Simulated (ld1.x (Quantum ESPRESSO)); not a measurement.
**Rh: pseudopotential generation**

Rhodium (Rh, Z = 45), core [Ar] 3d10 4s2, reference valence 4p6 4d8.5 5s0.5 5p0, valence charge 15. Level asked for: ultrasoft potential, PBE, scalar-relativistic, made with ld1.x (Quantum ESPRESSO) 7.5.

Input file:
```
 &input
   title='Rh', zed=45., rel=1, dft='PBE', iswitch=3,
   config='[Kr] 4d8.5 5s0.5 5p0',
   nld=3, rlderiv=3.10, eminld=-6.0, emaxld=5.0, deld=0.02
 /
 &inputp
   pseudotype=3, tm=.true., lloc=-1, rcloc=1.90,
   nlcc=.true., rcore=1.20,
   which_augfun='PSQ', rmatch_augfun=1.10,
   file_pseudopw='Rh.UPF', file_wfcaegen='ae.wfc', file_wfcncgen='nc.wfc', file_beta='beta', file_chi='chi', file_wfcusgen='us.wfc'
 /
6
5S  1  0   0.50   0.00  2.05  2.85  0.0
5S  1  0   0.00   0.40  2.05  2.85  0.0
4P  2  1   6.00   0.00  1.45  1.65  0.0
5P  3  1   0.00   0.00  1.45  1.65  0.0
4D  3  2   8.50   0.00  1.50  1.85  0.0
4D  3  2   0.00   1.70  1.50  1.85  0.0
 &test
   configts(1)='4p6 4d8.5 5s0.5 5p0'
 /
```

Run as:
```bash
ld1.x < Rh.in > Rh.out
```

The program's output:
```
     Program LD1 v.7.5
     --------------------------- All-electron run ----------------------------

     Rh
     scalar relativistic calculation

     atomic number is 45.00
     dft =PBE   lsd =0 sic =0 latt =0  beta=0.20 tr2=1.0E-14
     Exchange-correlation= PBE
                           (   1   4   3   4   0   0   0)
     mesh =1233 r(mesh) =  98.82371 a.u. xmin = -7.00 dx = 0.01250
     1 Ry =  13.60569312 eV, c = 137.03599908

     n l     nl                  e(Ry)          e(Ha)          e(eV)
     1 0     1S 1( 2.00)     -1693.2090      -846.6045    -23037.2815
     2 0     2S 1( 2.00)      -245.3639      -122.6820     -3338.3463
     2 1     2P 1( 6.00)      -219.8784      -109.9392     -2991.5983
     3 0     3S 1( 2.00)       -43.7425       -21.8712      -595.1469
     3 1     3P 1( 6.00)       -35.3638       -17.6819      -481.1493
     4 0     4S 1( 2.00)        -5.9442        -2.9721       -80.8753
     4 1     4P 1( 6.00)        -3.5914        -1.7957       -48.8635
     3 2     3D 1(10.00)       -21.9682       -10.9841      -298.8930
     4 2     4D 1( 8.50)        -0.3461        -0.1730        -4.7085
     5 0     5S 1( 0.50)        -0.2804        -0.1402        -3.8155
     5 1     5P 1( 0.00)        -0.0464        -0.0232        -0.6309

     final scf error:  2.3E-15 reached in  26 iterations

     Etot =   -9568.283528 Ry,   -4784.141764 Ha, -130183.129390 eV

     Ekin =    9909.485980 Ry,    4954.742990 Ha,  134825.425254 eV
     Encl =  -23100.854217 Ry,  -11550.427108 Ha, -314303.133349 eV
     Eh   =    3900.254507 Ry,    1950.127254 Ha,   53065.665927 eV
     Exc  =    -277.169799 Ry,    -138.584899 Ha,   -3771.087221 eV

     normalization and overlap integrals

     s(1S/1S) =  1.000000  <r> =   0.0326  <r2> =    0.0014  r(max) =   0.0211
     s(2S/2S) =  1.000000  <r> =   0.1419  <r2> =    0.0237  r(max) =   0.1201
     s(2P/2P) =  1.000000  <r> =   0.1237  <r2> =    0.0187  r(max) =   0.0959
     s(3S/3S) =  1.000000  <r> =   0.3906  <r2> =    0.1746  r(max) =   0.3520
     s(3P/3P) =  1.000000  <r> =   0.3905  <r2> =    0.1772  r(max) =   0.3433
     s(4S/4S) =  1.000000  <r> =   0.9815  <r2> =    1.0926  r(max) =   0.8766
     s(4P/4P) =  1.000000  <r> =   1.0847  <r2> =    1.3511  r(max) =   0.9449
     s(3D/3D) =  1.000000  <r> =   0.3704  <r2> =    0.1640  r(max) =   0.2918
     s(4D/4D) =  1.000000  <r> =   1.6410  <r2> =    3.4212  r(max) =   1.1541
     s(5S/5S) =  1.000000  <r> =   3.4126  <r2> =   13.6031  r(max) =   2.7002
     s(5P/5P) =  1.000000  <r> =   5.7393  <r2> =   40.2506  r(max) =   4.1822

     ------------------------ End of All-electron run ------------------------

     --------------------- Generating US pseudopotential ---------------------

      Generating local potential from pseudized AE potential:
      Matching radius rcloc =   1.9000

      Local pseudo, rcloc= 1.903 Estimated cut-off energy=     7.00 Ry

      Computing core charge for nlcc:

       r > 1.21 : true rho core
       r < 1.21 : rho core = a sin(br)/r    a=   2.70  b=   2.16

      Integrated core pseudo-charge :   2.06
      Wfc-us  5S rcutus= 2.839  Estimated cut-off energy=     5.59 Ry
      Wfc-us  5S rcutus= 2.839  Estimated cut-off energy=     6.91 Ry
      Wfc-us  4P rcutus= 1.638  Estimated cut-off energy=    31.48 Ry
      Wfc-us  5P rcutus= 1.638  Estimated cut-off energy=    56.90 Ry
      Wfc-us  4D rcutus= 1.856  Estimated cut-off energy=    33.57 Ry
      Wfc-us  4D rcutus= 1.856  Estimated cut-off energy=    55.01 Ry

     Q pseudized with Bessel functions
     Expected ecutrho=     349.0547 due to l1=  1   l2=  2

 %%%%%%%%%%%%%%%%%%%%%%%%%%%%%%%%%%%%%%%%%%%%%%%%%%%%%%%%%%%%%%%%%%%%%%%%%%%%%%
     Error in routine chargeps (1):
     negative rho
 %%%%%%%%%%%%%%%%%%%%%%%%%%%%%%%%%%%%%%%%%%%%%%%%%%%%%%%%%%%%%%%%%%%%%%%%%%%%%%

     stopping ...
```

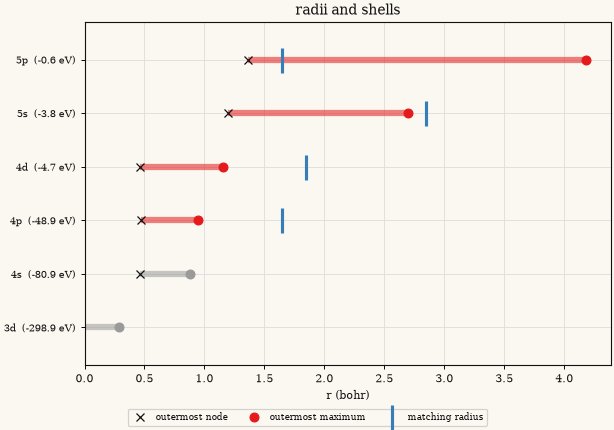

Outer shells of the all-electron reference atom: each bar runs from the outermost node (or the nucleus) to the outermost maximum of u(r); the tick is the radius chosen for the pseudo-wave. Shells without a tick have no pseudo-wave of their own. Levels, nodes and maxima are from ld1.x, scalar-relativistic.

- Radii against the shells: 4p: 1.65 bohr, outside the maximum; 4d: 1.85 bohr, outside the maximum; 5s: 2.85 bohr, outside the maximum; 5p: 1.65 bohr, between node and maximum.

Outcome:

| quantity | value |
| --- | --- |
| outcome | ended with an error |
| hardware | 1 CPU thread, shared host |

What went wrong:

The generator stopped with the message “chargeps: negative rho”. In words: the spherical valence density built from the smooth waves and the augmentation charge turned negative at some radius.
